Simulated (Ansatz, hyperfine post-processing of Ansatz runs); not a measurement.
# 7Li NMR of paramagnetic Li2MnN2, part 2 of 2

Aim: the shifts that the unpaired electrons of Mn give to the NMR lines of 7Li and 15N in Li2MnN2 at 320 K.

DFT, r2SCAN, plane-wave PAW, default files, collinear spin, scalar-relativistic.

So far: The starting structure; The ferromagnetic state.

### Step 3. Reversing single moments

Above the ordering point the moments are not free: their couplings set the Weiss constant, which scales every shift. Reversing one ion measures these couplings, and shows at once how much of each shift that ion sends.

input.yaml

```yaml
crystal:
  lattice:
    - [6.05262174, 0.0, 0.0]
    - [-1.51315544, 2.6208621, 0.0]
    - [0.0, 0.0, 5.423215]
  atoms:
    - { symbol: Mn, position: [0.0, 0.0, 0.0], spin: -2.7 }
    - { symbol: Mn, position: [0.5, 0.0, 0.0], spin: 2.7 }
    - { symbol: "N", position: [0.1666699058, 0.6666699058, 0.1987901774] }
    - { symbol: "N", position: [0.6666699058, 0.6666699058, 0.1987901774] }
    - { symbol: "N", position: [0.3333300942, 0.3333300942, 0.8012098226] }
    - { symbol: "N", position: [0.8333300942, 0.3333300942, 0.8012098226] }
    - { symbol: Li, position: [0.1666652879, 0.6666652879, 0.6466461469] }
    - { symbol: Li, position: [0.6666652879, 0.6666652879, 0.6466461469] }
    - { symbol: Li, position: [0.3333347121, 0.3333347121, 0.3533538531] }
    - { symbol: Li, position: [0.8333347121, 0.3333347121, 0.3533538531] }
magnetization:
  spin_polarized: true
kpoints:
  mp_grid: { grid: [8, 8, 4] }
scf:
  lower_state_search: "off"
  occupations: { method: fermi_dirac, width: 0.02 }
hamiltonian:
  xc: r2scan
output:
  efg:
    contact_densities: true
    quadrupole_moments_barn: { Mn: 0.33, "N": 0.02044, Li: -0.0401 }
  forces: false
```

Run with:

```console
ansatz run input.yaml --threads 4 --pin off --max-ram 8192MiB --backend cpu --events-out ev --progress --plain --runs-dir out
```

Log:

```text
[a pick of lines, long numbers rounded; other set-up, energy and force rows are left out]
[...]
atom   1  Mn V_zz =    +0.362659   η = 0.7100   by run symmetry: allowed   C_q = +2.8938 MHz
[...]
atom   2  Mn V_zz =    +0.362659   η = 0.7100   by run symmetry: allowed   C_q = +2.8938 MHz
[...]
atom   3  N  V_zz =    -0.410881   η = 0.0332   by run symmetry: allowed   C_q = -0.2031 MHz
[...]
atom   4  N  V_zz =    -0.410882   η = 0.0332   by run symmetry: allowed   C_q = -0.2031 MHz
[...]
atom   5  N  V_zz =    -0.410882   η = 0.0332   by run symmetry: allowed   C_q = -0.2031 MHz
[...]
atom   6  N  V_zz =    -0.410881   η = 0.0332   by run symmetry: allowed   C_q = -0.2031 MHz
[...]
atom   7  Li V_zz =    +0.164898   η = 0.0082   by run symmetry: allowed   C_q = -0.1599 MHz
[...]
atom   8  Li V_zz =    +0.164898   η = 0.0082   by run symmetry: allowed   C_q = -0.1599 MHz
[...]
atom   9  Li V_zz =    +0.164898   η = 0.0082   by run symmetry: allowed   C_q = -0.1599 MHz
[...]
atom  10  Li V_zz =    +0.164898   η = 0.0082   by run symmetry: allowed   C_q = -0.1599 MHz
[...]
```

It took 42 s on 4 threads of Arm Neoverse V2, shared host; peak memory 1 GiB; 2.7 min of CPU time.

The parallel state has -10174.0898 eV at zero smearing. Each flip reverses one ion with all its periodic images. It gives an energy and, by half the change of the contact field, the share of that set of ions in each shift at 320 K (ppm; atoms of one site can get unlike shares):

```csv
atom reversed,energy (eV),change (meV),Li,N
Mn1,-10174.0531,36.7,-980 / 564,1320 / 1700
```

In mean-field theory Θ = ΔE (S + 1) / (6 S k_B): Θ = 118 K. Couplings between an ion and its own images are missing, and in this cell images lie no farther than 1.2 times the shortest distance between magnetic ions, so couplings that may matter are lost and this Θ is not relied on. Θ = 0 is used for the shifts.

### Step 4. The ladder of functionals

Spin transfer to the ligands hangs on how far the functional delocalises the open shell, so other levels show how much the fields depend on it.

Contact fields (T) with all moments parallel; times on 4 threads of Arm Neoverse V2, shared host. PBE with 20 % exact exchange ran on a 6×6×3 mesh, against 8×8×4 for the first row. PBE with 35 % exact exchange ran on a 6×6×3 mesh, against 8×8×4 for the first row. Each level takes the cutoff that its files ask for.

```csv
level,moment (μB),time,Li,N
r2SCAN,6.00,32 s,-0.119,0.864
PBE +U Mn 3 eV,6.00,21 s,-0.186,-0.683
PBE +U Mn 5 eV,6.00,21 s,-0.402,-1.78
PBE with 20 % exact exchange,6.00,85 s,-0.174,-0.566
PBE with 35 % exact exchange,6.00,100 s,-0.330,-1.84
```

### Step 5. From fields to shifts

The shift is δ = B · g μB (S + 1) / (3 k_B (T − Θ)) with g = 2; at 320 K and Θ = 0 K one tesla gives 3499 ppm. The anisotropy is a sum over point dipoles on the Mn ions, scaled alike; on atoms bound to Mn, spin in their own p shell adds an anisotropy that this leaves out.

```csv
site,nucleus,δ_iso (ppm),with the calculated Θ,reduced anisotropy (ppm),asymmetry
Li,7Li,-416,-660,1380,0.00
N,15N,3020,4800,-900,0.00
```

The reduced anisotropy is δ_zz − δ_iso, with zz the principal value farthest from δ_iso. The Weiss constant adds its own doubt: exchange couplings from semilocal functionals can miss even their sign, and a Θ lower by 100 K would lower every shift by 24 %.

7Li MAS at 2.35 T (38.9 MHz), 20 kHz, 320 K; contact and dipolar shift alone, no orbital or quadrupolar part; lines under 1.5 % of the strongest are left out. NMR lines, with heights relative to the strongest:

```csv
position (ppm),label,intensity
-1958.9,Li -3,1.7
-1444.6,Li -2,13
-930.3,Li -1,91
-416.0,Li centre,100
98.3,Li +1,37
612.5,Li +2,30
1126.8,Li +3,6.0
```

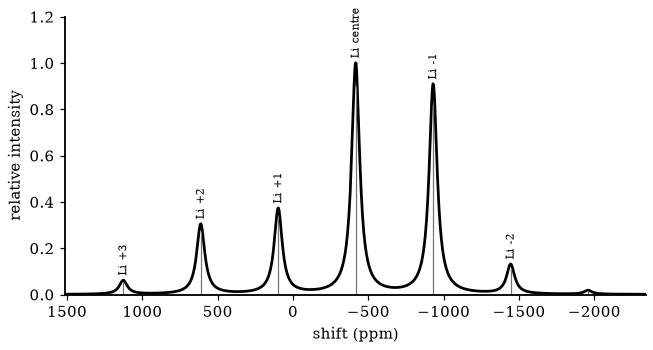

The NMR spectrum, broadened with Lorentzians of width 64 ppm; bars mark the lines.

### Step 6. Outcome

- spin of Mn: 1.50
- Weiss constant, mean field (rough, not used): 118 K
- 7Li contact shift at 320 K, Θ = 0 K: -416 ppm
- 15N contact shift at 320 K, Θ = 0 K: 3020 ppm

At 320 K the Mn moments shift 7Li on Li by -416 ppm and 15N on N by 3020 ppm, scaled with a pure Curie law. No measured Weiss constant is at hand, and the one from single flips is too rough to scale with, so the shifts are given for a pure Curie law; each 30 K of Θ would move them by about 9 %. The flip reverses only 4 of the 6 nearest couplings; if all are alike and farther ones are small, Θ would be near 177 K, and at 320 K every shift would be 2.24 times the value at Θ = 0. The calculated Θ of 118 K would multiply them by 1.59. Over the levels shown that keep the moment, the field at Li runs from -0.402 T (PBE +U Mn 5 eV) to -0.119 T (r2SCAN); among the sites in the table it changes sign at N. On N the levels differ even in sign, so neither size nor sign of that shift is settled. 2 further runs of this session (trial settings, or flips that did not finish) are not shown. The shift of Li is negative: the spin density at the nucleus is opposite to the Mn moments, the mark of spin polarisation outweighing delocalisation. All this holds only well above the ordering temperature and the strongest exchange, neither of which is computed. The orbital (chemical) shift and the pseudocontact shift from g anisotropy are not included. For anions bound to the magnetic ion the point-dipole anisotropy lacks the spin in their own p orbitals, and their lines are broad and relax fast. The dipole sum is for a spherical crystallite; bulk susceptibility, which broadens real lines, and quadrupolar couplings are left out.

[Logs are printed without paths, hosts, clocks, repeated set-up lines and the standing remarks that a program may print on its own settings, such as how far it seeks lower states.]

[Hosts, paths, dates, database ids (printed as entryN), source tags and the programs' standing remarks are cut or masked in the printed files.]
